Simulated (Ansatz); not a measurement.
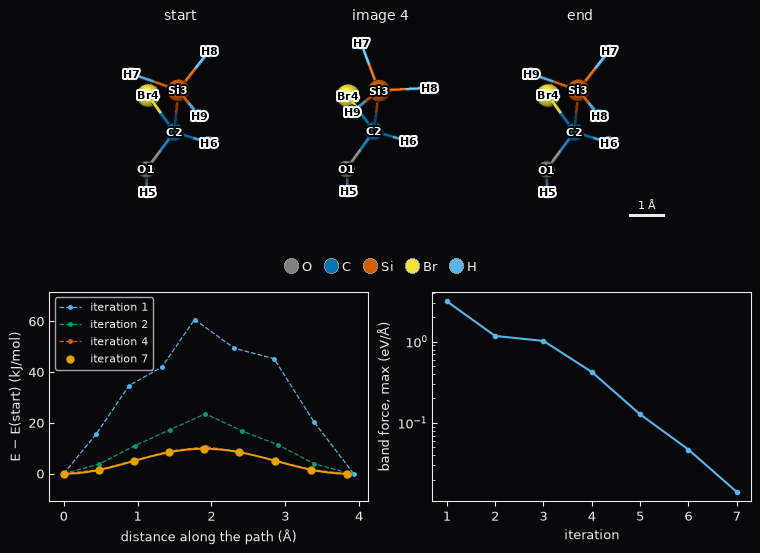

NEB run on CH₅BrOSi. Images are numbered from 0 (start) to 8 (end). The plot follows the band through its iterations. A ball-and-stick model, seen from a free direction.

The calculation used RKS PBE0/def2-mTZVP (Ansatz). Set-up: 7 movable images; climbing image; force threshold 0.03 eV/Å; iteration limit 46; starting path through a guess of the saddle point.

Did the band converge, and can the barrier be trusted?

Answer. The result is final at these settings. The band converged in 7 iterations. The largest component of the band force went from 3.1 to 0.014 eV/Å. The climbing image converged on the top of the path. Its vibrational analysis gives one imaginary mode (145i cm⁻¹), as a transition state must have. The first iteration put the highest image at 60.7 kJ/mol. The barrier is about 9.8 kJ/mol in both directions, with image 4 at the top; the ends have the same energy.
